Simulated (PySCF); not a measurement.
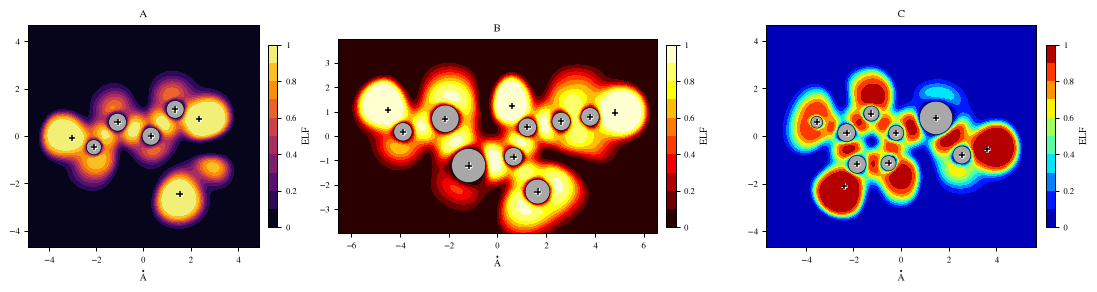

The ELF of 3 systems, each on a plane through atoms (crosses mark nuclei in the plane; grey discs cover the cores).

Method: PBE0/pcSseg-1, SCF density, gas phase, non-relativistic (PySCF 2.14.0).

System 1: C$_{5}$H$_{7}$ClSSi, the plane of atoms C2, C3 and H10. Geometry: GFN2-xTB.

```xyz
15

C    -4.4179   -0.1625    0.1706
C    -3.2229   -0.1831    0.0409
C    -1.8259   -0.2164   -0.0934
C    -0.9560   -0.1131    0.9174
Cl   -1.5281    0.0839    2.5428
Si    0.9149   -0.1720    0.7829
S     1.3273   -0.4183   -1.3051
C     3.1449   -0.4008   -1.2507
H    -5.4617   -0.1449    0.2737
H    -1.4372   -0.3375   -1.0965
H     1.4590   -1.3139    1.5156
H     1.5191    1.0781    1.2386
H     3.4881    0.5539   -0.8659
H     3.4925   -0.5387   -2.2686
H     3.4995   -1.2124   -0.6242
```

System 2: C$_{5}$H$_{10}$FN$_{3}$Si (SMILES C[Si](C)(C)n1ncc(F)n1), the plane of atoms N5, N6 and C7. Geometry: GFN2-xTB.

| atom | x (Å) | y (Å) | z (Å) |
| --- | --- | --- | --- |
| C | -1.4819 | -0.5350 | 1.5962 |
| Si | -0.8284 | -0.1528 | -0.1472 |
| C | -0.9232 | -1.6177 | -1.3476 |
| C | -1.5171 | 1.4730 | -0.8508 |
| N | 0.9258 | 0.1327 | 0.0630 |
| N | 1.8745 | -0.5660 | -0.5243 |
| C | 3.0178 | -0.0485 | -0.1163 |
| C | 2.6899 | 1.0034 | 0.7516 |
| F | 3.5169 | 1.8098 | 1.4033 |
| N | 1.3793 | 1.0949 | 0.8460 |
| H | -0.9998 | -1.4142 | 2.0151 |
| H | -1.2900 | 0.2961 | 2.2689 |
| H | -2.5517 | -0.7179 | 1.5895 |
| H | -1.9535 | -1.8876 | -1.5559 |
| H | -0.4246 | -2.4918 | -0.9404 |
| H | -0.4418 | -1.3828 | -2.2918 |
| H | -1.0514 | 1.7202 | -1.8010 |
| H | -2.5884 | 1.4140 | -1.0140 |
| H | -1.3285 | 2.2968 | -0.1681 |
| H | 3.9712 | -0.4160 | -0.4298 |

System 3: C$_{7}$H$_{17}$NSi, the plane of atoms C7, C6 and C8. Geometry: GFN2-xTB.

```yaml
atoms:
  - { symbol: C, position_ang: [2.6011, 1.7742, 0.9894] }
  - { symbol: C, position_ang: [2.2856, 0.7976, 0.1535] }
  - { symbol: Si, position_ang: [1.4786, -0.8305, 0.6465] }
  - { symbol: C, position_ang: [-0.1711, -1.1374, -0.2699] }
  - { symbol: C, position_ang: [-0.7447, -2.4893, 0.1542] }
  - { symbol: C, position_ang: [-1.2300, -0.0310, -0.1501] }
  - { symbol: C, position_ang: [-1.4564, 0.4385, 1.2835] }
  - { symbol: C, position_ang: [-0.8682, 1.1699, -1.0306] }
  - { symbol: N, position_ang: [-0.7111, 0.7637, -2.4196] }
  - { symbol: H, position_ang: [2.3892, 1.7042, 2.0446] }
  - { symbol: H, position_ang: [3.0832, 2.6867, 0.6699] }
  - { symbol: H, position_ang: [2.5277, 0.9238, -0.8955] }
  - { symbol: H, position_ang: [2.3990, -1.9146, 0.2618] }
  - { symbol: H, position_ang: [1.3027, -0.8686, 2.1055] }
  - { symbol: H, position_ang: [0.0600, -1.2046, -1.3388] }
  - { symbol: H, position_ang: [-1.6481, -2.7231, -0.4086] }
  - { symbol: H, position_ang: [-0.0218, -3.2822, -0.0224] }
  - { symbol: H, position_ang: [-0.9951, -2.4988, 1.2127] }
  - { symbol: H, position_ang: [-2.1774, -0.4404, -0.5298] }
  - { symbol: H, position_ang: [-2.3166, 1.1043, 1.3355] }
  - { symbol: H, position_ang: [-0.5849, 0.9780, 1.6476] }
  - { symbol: H, position_ang: [-1.6416, -0.4060, 1.9413] }
  - { symbol: H, position_ang: [-1.6393, 1.9493, -0.8973] }
  - { symbol: H, position_ang: [0.0860, 1.5871, -0.6989] }
  - { symbol: H, position_ang: [-1.5935, 0.4159, -2.7826] }
  - { symbol: H, position_ang: [-0.4343, 1.5557, -2.9888] }
```

> Which map belongs to which system?

Panel A is system 3, C$_{7}$H$_{17}$NSi: the plane holds C, N and H. C–N (1.46 Å): the ELF peaks at about 0.95 between the atoms, as expected for localised, covalent bonding. Panel B is system 1, C$_{5}$H$_{7}$ClSSi: the plane holds C, Cl, Si, S and H. C–C (1.20 Å): the ELF peaks at about 0.85 between the atoms (a short, multiple covalent bond). Panel C is system 2, C$_{5}$H$_{10}$FN$_{3}$Si: the plane holds Si, C, N, F and H. N–N (1.32 Å): the ELF peaks at about 0.90 between the atoms (a covalent bond).
